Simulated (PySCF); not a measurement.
# NMR shielding calculation, with input and output: C$_{4}$H$_{7}$Al$_{2}$Cl$_{2}$F

- system: C$_{4}$H$_{7}$Al$_{2}$Cl$_{2}$F, SMILES C#[C][Al-]1([F])[Cl+][Al-]([CH3])([CH3])[Cl+]1
- method: GIAO PBE0/pcSseg-1 NMR shielding, non-relativistic, gas phase (PySCF 2.14.0)

The geometry comes from this level: GFN2-xTB. It belongs to a series of runs on one base structure; here: H on Al replaced by ethynyl. Figures and captions count atoms from 1; the log counts them from 0 in places.

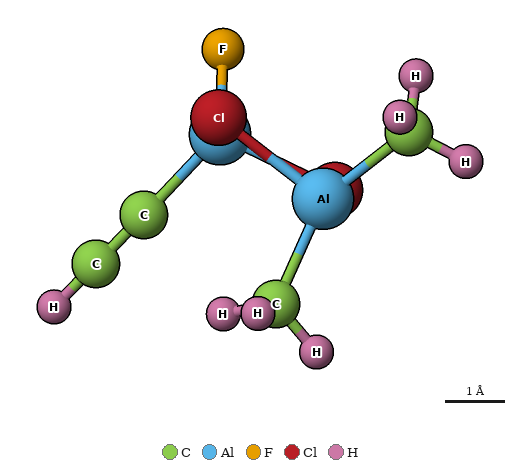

The input geometry (ball-and-stick view, seen at a tilt). Sticks mark near contacts. Bond lengths as drawn: Al–C 1.94 to 1.99 Å, Al–Cl 2.17 to 2.25 Å, Al–F 1.65 Å, C–C 1.21 Å and C–H 1.05 to 1.10 Å.

Input:
```
{"job": {"kind": "nmr", "xc": "PBE0", "basis": "pcSseg-1"}, "charge": 0, "multiplicity": 1}
C      3.740543     1.215381     0.034578
C      2.832436     0.660057     0.605706
Al     1.425192    -0.259968     1.569202
F      1.661858    -0.894368     3.074973
Cl     0.556887    -1.719902     0.212006
Al    -1.083522    -0.244428    -0.240703
C     -0.425879     0.740034    -1.834388
C     -2.738254    -1.118280     0.416640
Cl    -0.356880     0.983992     1.503884
H      4.528062     1.702714    -0.469889
H     -1.047585     1.604591    -2.085794
H      0.595267     1.122266    -1.701032
H     -0.405320     0.119073    -2.735757
H     -3.099009    -1.885466    -0.276125
H     -2.627854    -1.610028     1.391674
H     -3.563540    -0.406722     0.523615
```

The first line tells a small driver script what to run in PySCF; the rest is the geometry in Å.

Hardware: 1 CPU thread, shared host.

Launched with:
```bash
OMP_NUM_THREADS=1 python <driver script> task.json out
```

What the program printed:
```
coarse grid: 16272 points
cycle   1  E = -1660.8408485693  dE =  7.468e-01  |g| = 8.411e-01  |ddm| = 3.810e+00
cycle   2  E = -1660.7306857613  dE =  1.102e-01  |g| = 1.187e+00  |ddm| = 1.621e+00
cycle   3  E = -1660.9889660060  dE = -2.583e-01  |g| = 1.491e-01  |ddm| = 9.359e-01
cycle   4  E = -1660.9930590610  dE = -4.093e-03  |g| = 3.615e-02  |ddm| = 1.330e-01
cycle   5  E = -1660.9931741679  dE = -1.151e-04  |g| = 2.796e-02  |ddm| = 4.331e-02
cycle   6  E = -1660.9933644979  dE = -1.903e-04  |g| = 5.104e-03  |ddm| = 1.990e-02
cycle   7  E = -1660.9933707110  dE = -6.213e-06  |g| = 1.201e-03  |ddm| = 5.036e-03
final grid: 141312 points
cycle   8  E = -1661.0504686906  dE = -4.263e-05  |g| = 8.187e-03  |ddm| = 2.848e-02
cycle   9  E = -1661.0504621751  dE =  6.515e-06  |g| = 9.418e-03  |ddm| = 1.424e-02
cycle  10  E = -1661.0504840664  dE = -2.189e-05  |g| = 1.640e-03  |ddm| = 7.783e-03
cycle  11  E = -1661.0504845182  dE = -4.518e-07  |g| = 7.968e-04  |ddm| = 1.462e-03
cycle  12  E = -1661.0504846799  dE = -1.617e-07  |g| = 1.000e-04  |ddm| = 5.733e-04
cycle  13  E = -1661.0504846818  dE = -1.873e-09  |g| = 3.633e-05  |ddm| = 9.384e-05
cycle  14  E = -1661.0504846820  dE = -1.874e-10  |g| = 1.019e-05  |ddm| = 2.923e-05
```

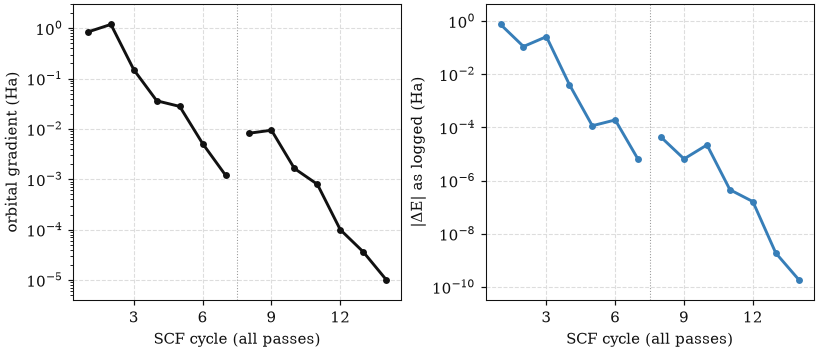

Convergence of the self-consistent field: orbital gradient and size of the energy change against the SCF cycle. The dotted line marks the change from a coarse to the final integration grid. The first 7 cycles use a coarse grid, the final grid takes over at cycle 8, and the field converges after 14 cycles in all.

```
converged SCF energy = -1661.0504846820

GIAO shielding tensors (ppm)
atom      isotropic    diamagn.    paramagn.     s11        s22        s33       span
  0 C       83.892     262.018    -178.125     -6.360     -5.462    263.499    269.859
  1 C       93.182     252.828    -159.646     -6.305     -1.171    287.021    293.327
  2 Al     487.974     795.815    -307.842    439.393    474.059    550.469    111.076
  3 F      339.597     466.635    -127.038    286.082    320.323    412.386    126.304
  4 Cl     879.116    1153.288    -274.172    810.992    893.307    933.050    122.058
  5 Al     392.777     798.460    -405.682    304.275    318.596    555.461    251.186
  6 C      190.971     253.011     -62.040    184.659    190.750    197.504     12.846
  7 C      191.302     250.431     -59.130    185.813    189.426    198.667     12.854
  8 Cl     880.259    1153.220    -272.961    812.198    895.088    933.490    121.291
  9 H       30.083      33.517      -3.434     24.275     24.678     41.298     17.023
 10 H       31.759      30.275       1.484     27.290     28.127     39.860     12.569
 11 H       31.139      32.776      -1.637     25.321     30.535     37.562     12.241
 12 H       31.716      30.502       1.214     27.265     28.284     39.599     12.334
 13 H       31.751      28.720       3.030     27.039     28.391     39.822     12.783
 14 H       31.450      29.778       1.672     26.526     30.367     37.457     10.931
 15 H       31.747      28.792       2.956     27.003     28.512     39.727     12.724
```

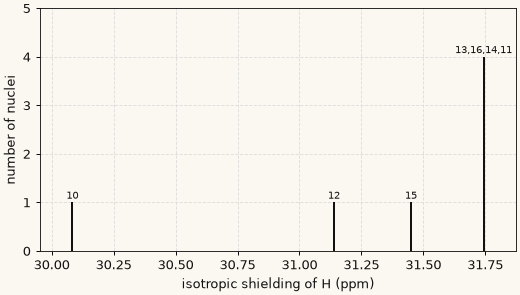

Isotropic shieldings of the hydrogen nuclei in this fixed geometry, labelled by atom number; shielding grows to the right, so chemical shift grows to the left. The least shielded is H10 (30.1 ppm), the most shielded H11 (31.8 ppm).

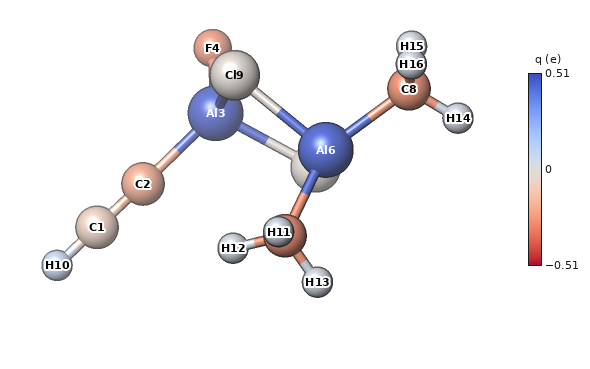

Hirshfeld charges, as the colour of each atom (ball-and-stick view, seen at a tilt; atoms are numbered from 1 in the order of the input). By element: C −0.28 to −0.09, Al +0.45 to +0.48, F −0.30, Cl −0.02 and H +0.03 to +0.10 e.

Key numbers:

| quantity | value |
| --- | --- |
| outcome | converged |
| total energy | −1661.050485 hartree |
| HOMO | −8.21 eV |
| LUMO | −0.31 eV |
| dipole moment | 3.03 D |
| isotropic shielding, C | 83.9 to 191.3 ppm |
| isotropic shielding, Al | 392.8 to 488.0 ppm |
| isotropic shielding, F | 339.6 ppm |
| isotropic shielding, Cl | 879.1 to 880.3 ppm |
| isotropic shielding, H | 30.1 to 31.8 ppm |
| wall time | 43 s |
| peak memory | 0.97 GiB |
